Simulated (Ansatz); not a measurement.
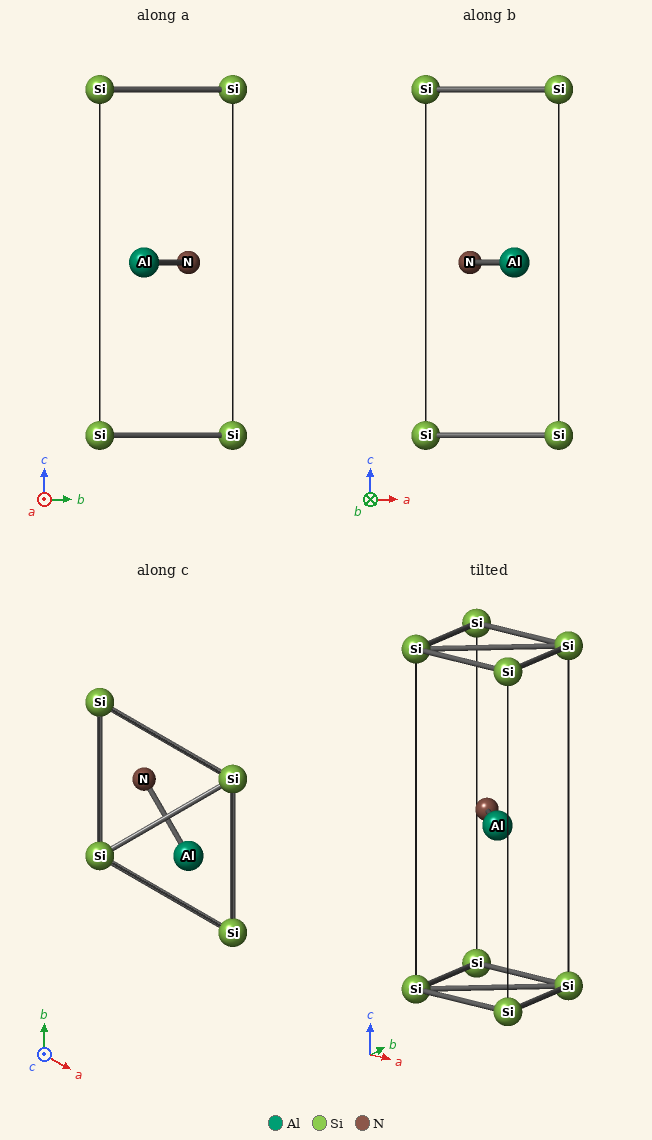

We look at a ball-and-stick model of the crystal along the a axis, along the b axis, along the c axis and slightly off an axis. Atoms at the boundary of the conventional unit cell (the box) are drawn once for each face, edge or corner they touch.

Lattice parameters: a = 3.055 Å, b = 3.055 Å, c = 6.885 Å, α = 90.00°, β = 90.00°, γ = 120.00°.

> Write down what is shown as a table of Wyckoff sites.

Space group P-6m2 (No. 187).
```json
{"atom": "Al", "site": "1f", "x": "0.6667", "y": "0.3333", "z": "0.5000"}
{"atom": "Si", "site": "1a", "x": "0.0000", "y": "0.0000", "z": "0.0000"}
{"atom": "N", "site": "1d", "x": "0.3333", "y": "0.6667", "z": "0.5000"}
```

Origin of the cell: a structure type filled with these elements by a generator (whether the compound takes this form wasn't checked). The geometry was optimised with DFT PBE, scalar-relativistic, plane waves, PAW in Ansatz 0.2.0.
